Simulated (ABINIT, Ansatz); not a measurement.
# A GW run on Sr2H3I (P-3m1) in ABINIT, with inputs changed

What do changed inputs do to GW on Sr2H3I (P-3m1)?

Method: LDA and many-body steps on it, plane waves, in ABINIT 10.8.3.

### 1. Set-up

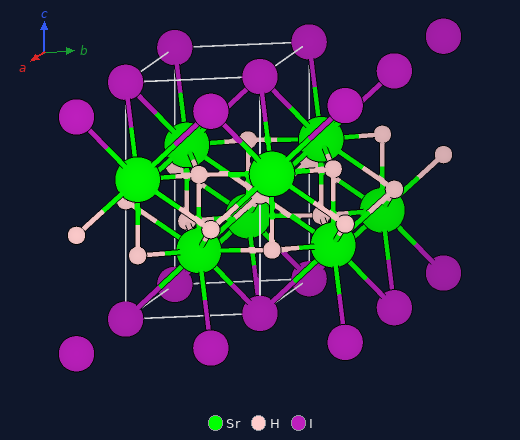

The starting structure, seen slightly off an axis (strontium green, hydrogen pink, iodine pink). 2×2×1 cells are drawn. Bonds to atoms that aren't drawn are left out. Some periodic images of atoms are drawn too.

The cell and positions are those that the Materials Project relaxed with its own functionals (PBE, PBE+U or r2SCAN), kept fixed. Spin-orbit coupling is left out unless a step names it.

### 2. Screening, 3×3×2 mesh, 230 bands, screening to 176.9 eV

This step: ABINIT 10.8.3; RPA screening on LDA, plane waves, norm-conserving pseudopotentials.

The RPA dielectric matrix is built and inverted for each q.

run.abi

```
acell 3*1.0 Angstrom
rprim 
  4.242728767114 -0.000000000028 0.000000000000
  -2.121364383533 3.674310893702 0.000000000000
  0.000000000000 0.000000000000 7.682747430000
ntypat 3
znucl 38 1 53
natom 6
typat 1 1 2 2 2 3
xred 
  0.666666666667 0.333333333333 0.678655290000
  0.333333333333 0.666666666667 0.321344710000
  0.000000000000 0.000000000000 0.500000000000
  0.666666666667 0.333333333333 0.357251500000
  0.333333333333 0.666666666667 0.642748500000
  0.000000000000 0.000000000000 0.000000000000
pp_dirpath "pseudos"
pseudos "Sr.upf, H.upf, I.upf"
ecut 31
ngkpt 3 3 2
nshiftk 1
shiftk 0 0 0
kptopt 1
chksymbreak 0
istwfk *1
occopt 1
irdwfk 1
optdriver 3
nband 230
ecuteps 6.5
inclvkb 2
awtr 1
symchi 1
indata_prefix "in"
outdata_prefix "out"
tmpdata_prefix "tmp"
```

Run with:

```bash
> OMP_NUM_THREADS=1 mpirun -n 4 abinit run.abi > log
```

The program printed:

```text
.Version 10.8.3 of ABINIT. v10.8.2 released Aug 2026.

 Symmetries : space group P-3 m 1 (#164); Bravais hP (primitive hexag.)
[... echo of the input left out ...]
== DATASET  1 ==================================================================
-   mpi_nproc: 4, omp_nthreads: 1 (-1 if OMP is not activated)

--- !DatasetInfo
iteration_state: {dtset: 1, }
dimensions: {natom: 6, nkpt: 6, mband: 230, nsppol: 1, nspinor: 1, nspden: 1, mpw: 6684, }
cutoff_energies: {ecut:  31.0, pawecutdg:  -1.0, }
electrons: {nelect:   3.00000000E+01, charge:   0.00000000E+00, occopt:   1.00000000E+00, tsmear:   1.00000000E-02, }

 SCREENING: Calculation of the susceptibility and dielectric matrices

 Based on a program developped by R.W. Godby, V. Olevano, G. Onida, and L. Reining.
 Incorporated in ABINIT by V. Olevano, G.-M. Rignanese, and M. Torrent.
.Using double precision arithmetic ; gwpc =  8

[... cell and pseudopotentials left out ...]
--------------------------------------------------------------------------------

 ==== K-mesh for the wavefunctions ====
 Number of points in the irreducible wedge :     6
[... list of points left out ...]
 Together with 12 symmetry operations and time-reversal symmetry
 yields    18 points in the full Brillouin Zone.

 ==== Q-mesh for the screening function ====
 Number of points in the irreducible wedge :     6
[... list of points left out ...]
 Together with 12 symmetry operations and time-reversal symmetry
 yields    18 points in the full Brillouin Zone.

 setmesh: FFT mesh size selected  =    25x   25x   54
          total number of points  =        33750

 vcoul_init : cutoff-mode = AUXILIARY_FUNCTION
 q-points for optical limit:   1
     1)      0.000010    0.000020    0.000030

- screening: taking advantage of time-reversal symmetry
- Maximum band index for partially occupied states nbvw = 15
- Remaining bands to be divided among processors   nbcw = 215
- Number of bands treated by each node ~53

 Number of electrons calculated from density =   30.0000; Expected =   30.0000
 average of density, n =  0.037118
 r_s =    1.8597
 omega_plasma =   18.5844 [eV]

 calculating chi0 at frequencies [eV] :
  1    0.000000E+00    0.000000E+00
  2    0.000000E+00    1.858442E+01

--------------------------------------------------------------------------------
  q-point number  1        q = ( 0.000000, 0.000000, 0.000000) [r.l.u.]
--------------------------------------------------------------------------------
[... chi0 elements left out ...]
 For q-point:  0.000010 0.000020 0.000030
  dielectric constant =   5.5173
  dielectric constant without local fields =   6.2415

  Average fulfillment of the sum rule on Im[epsilon] for q-point    1 :     91.03  [%]
[... wings left out ...]
  q-point number  2        q = ( 0.333333, 0.000000, 0.000000) [r.l.u.]
--------------------------------------------------------------------------------
[... chi0 elements left out ...]
  Average fulfillment of the sum rule on Im[epsilon] for q-point    2 :     93.06  [%]

 [... 4 further q-points ...]
```

The job ended after 96 s (4 MPI ranks of Arm Neoverse V1, shared host; peak memory 1.5 GiB; 6.4 min of CPU time).

Numbers from this step:

| Quantity | Value |
| --- | --- |
| ε∞ with local fields, on this mesh, along the program's q direction | 5.517 |
| the same without local fields | 6.242 |
| plasma frequency | 18.58 eV |
| plane waves in the screening matrix | 659 |

Local fields lower ε∞ by 12 %. On a Γ-centred mesh this coarse the value itself is usually too large, while a short band sum pulls it down.

### 3. Base

The self-energy is evaluated for the states that the input lists, and the levels follow from it, in one-shot runs by the linearised quasiparticle equation.

This step: G0W0 on LDA, plane waves, norm-conserving pseudopotentials.

Changes to run.abi since step 2:

```diff
@@ -27,8 +27,19 @@
 irdwfk 1
-optdriver 3
+optdriver 4
 nband 230
+gwcalctyp 0
+ecutsigx 31
+symsigma 1
+nkptgw 3
+kptgw 
+  0.0000000000 0.0000000000 0.5000000000
+  0.3333333333 0.3333333333 0.0000000000
+  0.0000000000 0.0000000000 0.0000000000
+bdgw 
+  13 18
+  14 17
+  13 18
 ecuteps 6.5
-inclvkb 2
-awtr 1
-symchi 1
+irdscr 1
+ppmodel 1
 indata_prefix "in"
```

The program printed:

```text
.Version 10.8.3 of ABINIT. v10.8.2 released Aug 2026.

 Symmetries : space group P-3 m 1 (#164); Bravais hP (primitive hexag.)
[... echo of the input left out ...]
== DATASET  1 ==================================================================
-   mpi_nproc: 4, omp_nthreads: 1 (-1 if OMP is not activated)

--- !DatasetInfo
iteration_state: {dtset: 1, }
dimensions: {natom: 6, nkpt: 6, mband: 230, nsppol: 1, nspinor: 1, nspden: 1, mpw: 6684, }
cutoff_energies: {ecut:  31.0, pawecutdg:  -1.0, }
electrons: {nelect:   3.00000000E+01, charge:   0.00000000E+00, occopt:   1.00000000E+00, tsmear:   1.00000000E-02, }

 SIGMA: Calculation of the GW corrections

 Based on a program developped by R.W. Godby, V. Olevano, G. Onida, and L. Reining.
 Incorporated in ABINIT by V. Olevano, G.-M. Rignanese, and M. Torrent.
.Using double precision arithmetic ; gwpc =  8

[... cell and pseudopotentials left out ...]
--------------------------------------------------------------------------------

 ==== K-mesh for the wavefunctions ====
 Number of points in the irreducible wedge :     6
[... list of points left out ...]
 Together with 12 symmetry operations and time-reversal symmetry
 yields    18 points in the full Brillouin Zone.

 ==== Q-mesh for screening function ====
 Number of points in the irreducible wedge :     6
[... list of points left out ...]
 Together with 12 symmetry operations and time-reversal symmetry
 yields    18 points in the full Brillouin Zone.

 vcoul_init : cutoff-mode = AUXILIARY_FUNCTION
 q-points for optical limit:   1
     1)      0.000010    0.000020    0.000030
 setmesh: FFT mesh size selected  =    36x   36x   75
          total number of points  =        97200

 Number of electrons calculated from density =   30.0000; Expected =   30.0000
 average of density, n =  0.037118
 r_s =    1.8597
 omega_plasma =   18.5844 [eV]

 === KS Band Gaps ===
  >>>> For spin  1
   Minimum direct gap =   2.3194 [eV], located at k-point      :   0.0000  0.0000  0.5000
   Fundamental gap    =   1.8666 [eV], Top of valence bands at :   0.0000  0.0000  0.5000
                                       Bottom of conduction at :   0.3333  0.3333  0.0000
 SIGMA fundamental parameters:
 PLASMON POLE MODEL  1
 number of plane-waves for SigmaX                 6655
 number of plane-waves for SigmaC and W            659
 number of plane-waves for wavefunctions          6655
 number of bands                                   230
 number of independent spin polarizations            1
 number of spinorial components                      1
 number of k-points in IBZ                           6
 number of q-points in IBZ                           6
 number of symmetry operations                      12
 number of k-points in BZ                           18
 number of q-points in BZ                           18
 number of frequencies for dSigma/dE                 9
 frequency step for dSigma/dE [eV]                0.25
 number of omega for Sigma on real axis              0
 max omega for Sigma on real axis  [eV]           0.00
 zcut for avoiding poles [eV]                     0.10

 EPSILON^-1 parameters (SCR file):
 dimension of the eps^-1 matrix on file            659
 dimension of the eps^-1 matrix used               659
 number of plane-waves for wavefunctions          6655
 number of bands                                   230
 number of q-points in IBZ                           6
 number of frequencies                               2
 number of real frequencies                          1
 number of imag frequencies                          1

 matrix elements of self-energy operator (all in [eV])

 Perturbative Calculation

--- !SelfEnergy_ee
iteration_state: {dtset: 1, }
kpoint     : [   0.000,    0.000,    0.500, ]
spin       : 1
KS_gap     :    2.319
QP_gap     :    4.004
Delta_QP_KS:    1.685
data: !SigmaeeData |
     Band     E0 <VxcDFT>   SigX SigC(E0)      Z dSigC/dE  Sig(E)    E-E0       E
       13   2.488 -11.332 -14.038   1.548   0.798  -0.253 -12.257  -0.925   1.564
       14   2.488 -11.332 -14.038   1.548   0.798  -0.253 -12.257  -0.925   1.564
       15   4.994 -10.962 -13.383   1.269   0.782  -0.279 -11.863  -0.901   4.093
       16   7.314  -8.552  -3.978  -3.625   0.826  -0.210  -7.768   0.784   8.098
       17   7.435  -9.944  -4.921  -3.758   0.816  -0.226  -8.912   1.032   8.466
       18   7.435  -9.944  -4.921  -3.758   0.816  -0.226  -8.912   1.032   8.466

--- !SelfEnergy_ee
iteration_state: {dtset: 1, }
kpoint     : [   0.333,    0.333,    0.000, ]
spin       : 1
KS_gap     :    4.518
QP_gap     :    6.399
Delta_QP_KS:    1.880
data: !SigmaeeData |
     Band     E0 <VxcDFT>   SigX SigC(E0)      Z dSigC/dE  Sig(E)    E-E0       E
[...]
--- !SelfEnergy_ee
iteration_state: {dtset: 1, }
kpoint     : [   0.000,    0.000,    0.000, ]
spin       : 1
KS_gap     :    2.689
QP_gap     :    4.394
Delta_QP_KS:    1.706
data: !SigmaeeData |
     Band     E0 <VxcDFT>   SigX SigC(E0)      Z dSigC/dE  Sig(E)    E-E0       E
[...]
16   7.567  -9.019  -4.311  -3.689   0.822  -0.217  -8.182   0.837   8.404
       17   7.653 -10.364  -5.050  -3.919   0.813  -0.230  -9.230   1.134   8.787
       18   7.653 -10.364  -5.050  -3.919   0.813  -0.230  -9.230   1.134   8.787

== END DATASET(S) ==============================================================
================================================================================

 -outvars: echo values of variables after computation  --------
           etotal      0.0000000000E+00
            nband         230
             nkpt           6
          spgroup         164
 [... the other variables as echoed above ...]

 Calculation completed.
```

The job ended after 2 min (4 MPI ranks; peak memory 1.9 GiB).

Numbers from this step:

| Quantity | Value |
| --- | --- |
| G0W0 gap on the points computed | 3.663 eV |
| starting gap on the mesh | 1.866 eV |
| k of the valence top | 0, 0, 0.5 |
| k of the conduction bottom | 0.3333, 0.3333, 0 |
| Z at the valence top | 0.782 |
| Z at the conduction bottom | 0.819 |
| least direct G0W0 gap on the computed points | 4.005 eV |

The gap on the mesh goes from 1.87 eV to 3.66 eV, a correction of +1.80 eV.

[end of part 1 of 2]

[Paths, hosts, dates, memory and timing lines, banners, echoed tables and standing remarks are left out of the program output.]

[Logs are printed without paths, hosts, clocks, repeated set-up lines and the standing remarks that a program may print on its own settings, such as how far it seeks lower states.]

[Runs of the session that timed out or met a known fault of the program may be left out.]

[Hosts, paths, dates, database ids (printed as entryN), source tags and the programs' standing remarks are cut or masked in the printed files.]

[G0W0 gaps are taken among the corrected bands and points alone; a level outside them can change the order at an edge.]

[Where Ansatz stands beside ABINIT at settings called matched, ABINIT's density can come from a denser mesh and the files from another edition; pairs whose starting gaps differed by over 0.03 eV were left out, so agreement reads better than it is.]
